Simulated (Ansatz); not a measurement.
Calculation: PBE (plane waves to 420 eV, PAW; Ansatz, a program for electronic structure).

Host crystal: corundum, with a band gap (PBE, scalar-relativistic without spin-orbit coupling).

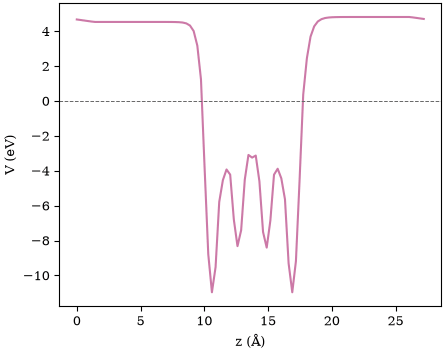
*Planar average of the electrostatic potential across the slab, in eV from the highest filled level, for Si on a Al site (surface) in a 2x2 cell of the 1x1 (0001) surface of corundum (cut with top plane Al)*

Set-up: 80 atoms, 6.7 Å thick at the start (thin: gaps and levels are the slab's own); mesh 3x3x1; 0.01 eV smearing; dipole correction on; 16 atoms held, the rest relaxed; held to the start's symmetry, so lower structures may exist; spin-polarised, ending with about 1.0 μB a cell; orders that need a larger cell were not tried, no spin-orbit, no U.

The vacuum level lies 4.82 eV above the highest filled level over the top face and 4.53 eV above it under the bottom face.
